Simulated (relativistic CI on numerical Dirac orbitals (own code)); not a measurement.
# Nb³⁺: M2,3 absorption multiplets

Wanted: the shape of the M2,3 absorption spectrum of Nb³⁺ in 4 surroundings, from the same atomic integrals.

Method: Dirac-Coulomb-Breit CI, KLI orbitals optimised for each configuration, model QED (radiative potential, 1s self-energy scaled to tabulated hydrogen-like ionisation energies), valence Slater integrals scaled by 0.8, multiplet model of core-to-valence dipole absorption in a parametric crystal field. Code: relativistic CI on numerical Dirac orbitals (own code) version 1.

**1. The atom as given**

- ion: Nb³⁺ (Nb IV)
- nuclear charge: 41
- electrons: 38
- configurations: [Kr] 4d2 → [Ne] 3s2 3p5 3d10 4s2 4p6 4d3
- magnetising field for the dichroism, Lz and Sz: exchange field 10 meV on Sz; these come from the lowest magnetised state alone (0 K)
- temperature of the isotropic spectrum: 10 K
- widths: Lorentz 3 eV, Gauss 0.4 eV
- surrounding 1: Oh, 10Dq = 10250 cm⁻¹
- surrounding 2: Oh, 10Dq = 19400 cm⁻¹
- surrounding 3: D4h, 10Dq = 35550, Ds = -900, Dt = -60 cm⁻¹
- surrounding 4: Td, 10Dq = -10050 cm⁻¹

**2. Surrounding 1: Oh, 10Dq = 10250**

Settings, as recorded:

```ini
atom Nb  Z=41  charge=3  electrons=38
nucleus A=93  rms_radius_fm=4.3240
hamiltonian dirac-coulomb  breit=on  qed=on  c_scale=1
orbitals kli  potential=per-configuration
slater_scale 0.8
correlation none
mixing on
configurations
  [Kr] 4d2
  [Ne] 3s2 3p5 3d10 4s2 4p6 4d3
end
absorption M2,3 T=10 lorentz=3.0 gauss=0.4
crystal_field Oh 10Dq=10250
```

Results of the run (chosen fields of its result record, rounded) (excerpt; [...] marks lines left out):

```text
{
  "status": "converged",
  "curve, one point in 2 above 2 % of the maximum [energy, isotropic, mcd, ld] [eV; bohr^2/eV]": [
    [356.5, 2.296e-05, 3.528e-06, 4.301e-06],
    [357.5, 2.731e-05, 4.201e-06, 5.3e-06],
    [358.5, 3.306e-05, 5.123e-06, 6.677e-06],
    [359.5, 4.088e-05, 6.441e-06, 8.642e-06],
    [360.5, 5.192e-05, 8.429e-06, 1.157e-05],
    [361.5, 6.822e-05, 1.164e-05, 1.617e-05],
    [362.5, 9.373e-05, 1.73e-05, 2.392e-05],
    [363.5, 0.0001368, 2.84e-05, 3.812e-05],
    [364.5, 0.0002167, 5.248e-05, 6.687e-05],
    [365.5, 0.000375, 0.0001004, 0.0001283],
    [366.5, 0.0006457, 0.0001089, 0.0002231],
    [367.5, 0.0009664, -1.913e-05, 0.0002484],
    [368.5, 0.001045, -3.761e-06, 7.946e-05],
    [369.5, 0.0007662, 6.5e-05, -3.874e-05],
    [370.5, 0.0004576, 6.535e-05, -3.12e-05],
    [371.5, 0.0002699, 4.389e-05, -1.522e-05],
    [372.5, 0.0001717, 2.963e-05, -6.647e-06],
    [373.5, 0.0001196, 2.366e-05, -2.791e-06],
    [374.5, 8.876e-05, 1.956e-05, -3.169e-07],
    [375.5, 7.088e-05, 1.797e-05, 1.095e-06],
    [376.5, 6.153e-05, 1.914e-05, 1.724e-06],
    [377.5, 5.849e-05, 2.302e-05, 2.13e-06],
    [378.5, 6.181e-05, 3.08e-05, 2.735e-06],
    [379.5, 7.432e-05, 4.606e-05, 4.153e-06],
    [380.5, 0.0001041, 7.752e-05, 7.667e-06],
    [381.5, 0.0001647, 0.0001352, 1.335e-05],
    [382.5, 0.0002468, 0.0001773, 9.873e-06],
    [383.5, 0.0003264, 0.0001912, -1.619e-05],
    "... 8 more rows left out ..."
  ],
  "sticks, the strongest [energy, strength] [eV, bohr^2]": [
    [366.39, 0.0001667],
    [366.56, 0.0005828],
    [367.77, 0.0002269],
    [367.84, 0.0006238],
    [367.86, 0.0002154],
    [367.95, 0.000718],
    [368.41, 0.0002185],
    [368.74, 0.0003133],
    [368.94, 0.0005573],
    [368.97, 0.0002335],
    [382, 0.0001658],
    [383.7, 0.0001736],
    [384.19, 0.0002502],
    [384.45, 0.0001739]
  ],
  "total [bohr^2]": 0.00820519,
  "centroid [eV]": 372.036,
  "radial 3p6 4d2 [Ha, bohr]": {"<r^-3>(4d)": 4.0703, "<r^1>(4d)": 1.7154, "<r^2>(4d)": 3.437, "<r^4>(4d)": 20.216, "F2(4d,4d)": 0.26836, "F4(4d,4d)": 0.17615, "zeta(4d)": 0.0026654},
  "radial 3p5 4d3 [Ha, bohr]": {"<r^-3>(3p)": 370.28, "<r^1>(3p)": 0.44076, "<r^2>(3p)": 0.22599, "<r^4>(3p)": 0.08306, "zeta(3p)": 0.38481, "<r^-3>(4d)": 4.7341, "<r^1>(4d)": 1.6176, "<r^2>(4d)": 3.0579, "<r^4>(4d)": 16.011, "F2(4d,4d)": 0.28416, "F4(4d,4d)": 0.18683, "F2(3p,4d)": 0.13481, "G1(3p,4d)": 0.029931, "G3(3p,4d)": 0.029307, "zeta(4d)": 0.0032429},
  "ground_degeneracy": 2,
  "ground_Lz": 1.47343,
  "ground_Sz": -0.925318,
  "ground_S": 0.997489,
  "core_spin_orbit_splitting [eV]": 15.8241,
  "branching_ratio": 0.756429,
  "edge_boundary [eV]": 377.798,
  "mcd_integrals": [0.0237678, 0.0609446]
}
```

Run time: 0.44 s. Hardware: 1 thread, shared host.

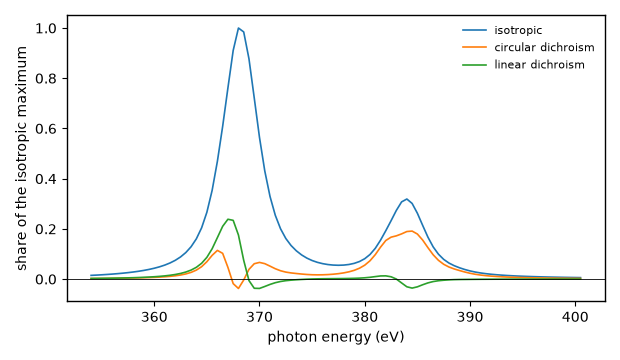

Thermal isotropic spectrum, and the dichroism of the lowest magnetised state alone (0 K, fully polarised).

**3. Surrounding 2: Oh, 10Dq = 19400**

Changes to the settings of step 2:

```diff
@@ -12,2 +12,2 @@
 absorption M2,3 T=10 lorentz=3.0 gauss=0.4
-crystal_field Oh 10Dq=10250
+crystal_field Oh 10Dq=19400
```

Result record:

```text
{
  "status": "converged",
  "curve, one point in 3 above 2 % of the maximum [energy, isotropic, mcd, ld] [eV; bohr^2/eV]": [
    [355, 1.798e-05, 2.409e-06, 3.792e-06],
    [356.5, 2.276e-05, 3.053e-06, 5.065e-06],
    [358, 2.981e-05, 4.072e-06, 7.074e-06],
    [359.5, 4.089e-05, 5.855e-06, 1.049e-05],
    [361, 5.989e-05, 9.454e-06, 1.693e-05],
    [362.5, 9.681e-05, 1.833e-05, 3.097e-05],
    [364, 0.0001832, 4.611e-05, 6.85e-05],
    [365.5, 0.000409, 0.0001067, 0.0001769],
    [367, 0.0007282, -7.242e-05, 0.0002478],
    [368.5, 0.0008836, 1.864e-05, 7.603e-05],
    [370, 0.000667, 5.83e-05, -5.545e-05],
    [371.5, 0.0003183, 3.782e-05, -1.618e-05],
    [373, 0.0001564, 2.217e-05, -4.011e-06],
    [374.5, 9.519e-05, 1.807e-05, -8.314e-07],
    [376, 6.926e-05, 1.946e-05, 5.17e-07],
    [377.5, 6.113e-05, 2.607e-05, 1.278e-06],
    [379, 7.046e-05, 4.608e-05, 2.015e-06],
    [380.5, 0.0001141, 0.0001051, 4.543e-06],
    [382, 0.0001948, 0.0001774, -3.87e-06],
    [383.5, 0.0002967, 0.0001845, -1.219e-05],
    [385, 0.0002882, 0.0001366, -2.478e-05],
    [386.5, 0.0001699, 0.000101, -1.389e-05],
    [388, 7.922e-05, 4.87e-05, -4.784e-06],
    [389.5, 4.402e-05, 2.667e-05, -1.828e-06],
    [391, 2.873e-05, 1.721e-05, -6.856e-07],
    [392.5, 1.992e-05, 1.083e-05, -3.687e-07]
  ],
  "sticks, the strongest [energy, strength] [eV, bohr^2]": [
    [366.08, 0.0006148],
    [367.25, 0.0003143],
    [367.28, 0.0007983],
    [367.35, 0.0002292],
    [368.33, 0.0002555],
    [368.48, 0.000354],
    [369.2, 0.0003311],
    [369.62, 0.0002388]
  ],
  "total [bohr^2]": 0.00819154,
  "centroid [eV]": 372.282,
  "ground_degeneracy": 2,
  "ground_Lz": 1.35443,
  "ground_Sz": -0.97985,
  "ground_S": 0.997969,
  "core_spin_orbit_splitting [eV]": 15.8241,
  "branching_ratio": 0.74791,
  "edge_boundary [eV]": 378.437,
  "mcd_integrals": [0.0164497, 0.0606468]
}
```

It took 0.45 s on 1 thread, shared host.

**4. Surrounding 3: D4h, 10Dq = 35550, Ds = -900, Dt = -60**

Changes to the settings of step 3:

```diff
@@ -12,2 +12,2 @@
 absorption M2,3 T=10 lorentz=3.0 gauss=0.4
-crystal_field Oh 10Dq=19400
+crystal_field D4h 10Dq=35550 Ds=-900 Dt=-60
```

Result record:

```text
{
  "status": "converged",
  "curve, one point in 4 above 2 % of the maximum [energy, isotropic, mcd, ld] [eV; bohr^2/eV]": [
    [353, 1.376e-05, 1.595e-06, 2.884e-06],
    [355, 1.823e-05, 2.087e-06, 4.086e-06],
    [357, 2.549e-05, 2.953e-06, 6.204e-06],
    [359, 3.853e-05, 4.78e-06, 1.043e-05],
    [361, 6.622e-05, 9.906e-06, 2.066e-05],
    [363, 0.0001441, 3.157e-05, 5.433e-05],
    [365, 0.0004145, 7.693e-05, 0.0001832],
    [367, 0.0005914, -9.312e-05, 0.0001488],
    [369, 0.0005533, 6.857e-05, -1.53e-05],
    [371, 0.0005856, 1.512e-05, -6.04e-06],
    [373, 0.0002343, 2.784e-05, 3.411e-05],
    [375, 0.0001031, 1.993e-05, 9.561e-06],
    [377, 7.199e-05, 2.995e-05, 2.369e-06],
    [379, 8.542e-05, 7.114e-05, -9.961e-07],
    [381, 0.000162, 0.0001861, -1.836e-05],
    [383, 0.0002118, 0.0001741, -3.619e-05],
    [385, 0.0002238, 6.324e-05, -3.487e-06],
    [387, 0.0002006, 6.659e-05, 1.437e-06],
    [389, 7.86e-05, 3.007e-05, 8.823e-06],
    [391, 3.51e-05, 1.351e-05, 2.297e-06],
    [393, 2.107e-05, 8.48e-06, 1.258e-06],
    [395, 1.43e-05, 5.715e-06, 5.453e-07]
  ],
  "sticks, the strongest [energy, strength] [eV, bohr^2]": [
    [365.34, 0.0005747],
    [366.36, 0.0003675],
    [366.56, 0.0003337],
    [366.62, 0.0001801],
    [369.63, 0.0002851],
    [370.36, 0.0003647],
    [370.61, 0.0002326],
    [370.87, 0.0001697]
  ],
  "total [bohr^2]": 0.00818184,
  "centroid [eV]": 372.591,
  "ground_degeneracy": 1,
  "ground_Lz": 1.23438,
  "ground_Sz": -0.995656,
  "ground_S": 0.998872,
  "core_spin_orbit_splitting [eV]": 15.8241
}
```

Run time: 0.41 s. Hardware: 1 thread, shared host.

**5. Surrounding 4: Td, 10Dq = -10050**

Changes to the settings of step 4:

```diff
@@ -12,2 +12,2 @@
 absorption M2,3 T=10 lorentz=3.0 gauss=0.4
-crystal_field D4h 10Dq=35550 Ds=-900 Dt=-60
+crystal_field Td 10Dq=-10050
```

Result record:

```text
{
  "status": "converged",
  "curve, one point in 3 above 2 % of the maximum [energy, isotropic, mcd, ld] [eV; bohr^2/eV]": [
    [357, 2.334e-05, -1.012e-06, -9.285e-08],
    [358.5, 3.063e-05, -1.431e-06, -1.351e-07],
    [360, 4.206e-05, -2.113e-06, -2.092e-07],
    [361.5, 6.147e-05, -3.308e-06, -3.527e-07],
    [363, 9.837e-05, -5.627e-06, -6.709e-07],
    [364.5, 0.0001809, -1.084e-05, -1.522e-06],
    [366, 0.0004098, -2.547e-05, -4.403e-06],
    [367.5, 0.0009658, -7.109e-05, -9.622e-06],
    [369, 0.0009413, -6.549e-05, 6.757e-06],
    [370.5, 0.0004427, -9.569e-06, 1.573e-06],
    [372, 0.0002076, 1.782e-07, 1.048e-06],
    [373.5, 0.0001183, 1.825e-06, 5.504e-07],
    [375, 7.841e-05, 1.581e-06, 2.619e-07],
    [376.5, 6.188e-05, 2.481e-06, 9.738e-08],
    [378, 6.005e-05, 4.379e-06, 7.45e-10],
    [379.5, 7.463e-05, 7.69e-06, -1.54e-07],
    [381, 0.0001267, 1.426e-05, -6.631e-07],
    [382.5, 0.0002891, 3.086e-05, -1.66e-06],
    [384, 0.0004004, 9.942e-05, 4.426e-06],
    [385.5, 0.0002436, 0.0001059, 1.335e-06],
    [387, 0.0001117, 4.51e-05, 4.691e-07],
    [388.5, 5.915e-05, 2.201e-05, 2.087e-07],
    [390, 3.638e-05, 1.223e-05, 1.86e-07],
    [391.5, 2.433e-05, 6.91e-06, 1.083e-07]
  ],
  "sticks, the strongest [energy, strength] [eV, bohr^2]": [
    [367.82, 0.0002961],
    [367.84, 0.0003189],
    [367.87, 0.0007517],
    [367.93, 0.0004832],
    [368, 0.000679],
    [368.69, 0.0004388],
    [383.35, 0.0002626],
    [383.43, 0.0005279]
  ],
  "total [bohr^2]": 0.00815604,
  "centroid [eV]": 372.607,
  "ground_degeneracy": 3,
  "ground_Lz": 0.236718,
  "ground_Sz": -0.995511,
  "ground_S": 0.999361,
  "core_spin_orbit_splitting [eV]": 15.8241,
  "branching_ratio": 0.726386,
  "edge_boundary [eV]": 378.584,
  "mcd_integrals": [-0.0138844, 0.0248954]
}
```

Wall time 0.44 s (1 thread, shared host).

**6. Comparison**

| surrounding | ground S | Lz (0 K) | Sz (0 K) | centroid (eV) | share of the lower edge | up to four highest peaks (% of the highest), eV |
| --- | --- | --- | --- | --- | --- | --- |
| 1: Oh | 1.00 | 1.47 | -0.93 | 372.04 | 0.756 | 368.0 (100), 384.0 (32) |
| 2: Oh | 1.00 | 1.35 | -0.98 | 372.28 | 0.748 | 368.5 (100), 384.0 (36) |
| 3: D4h | 1.00 | 1.23 | -1.00 | 372.59 | - | 366.5 (94), 370.0 (100), 383.0 (33), 386.0 (37) |
| 4: Td | 1.00 | 0.24 | -1.00 | 372.61 | 0.726 | 368.0 (100), 383.5 (38) |

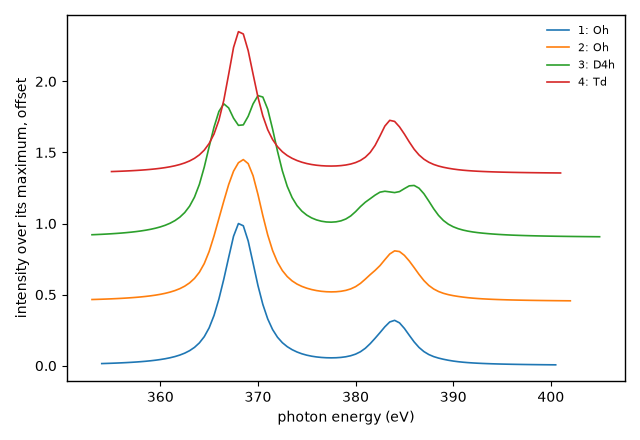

The spectra, each scaled to its maximum and offset.

**7. Outcome**

| quantity | value |
| --- | --- |
| highest peak, first run | 368.0 eV |
| ground spin (effective S from ⟨S²⟩) | 1.00 |
| share of the lower edge | 0.726 to 0.756 |
| core spin-orbit splitting (without Breit) | 15.82 eV |

**Reading.** The lower edge takes 0.76 of the intensity in surrounding 1, above the statistical 0.67. The position of the maximum differs by up to 2.0 eV between the surroundings, by shifts of peaks or by peaks exchanging rank. Edge positions are free-ion values and differ from those in solids by a few eV or more.
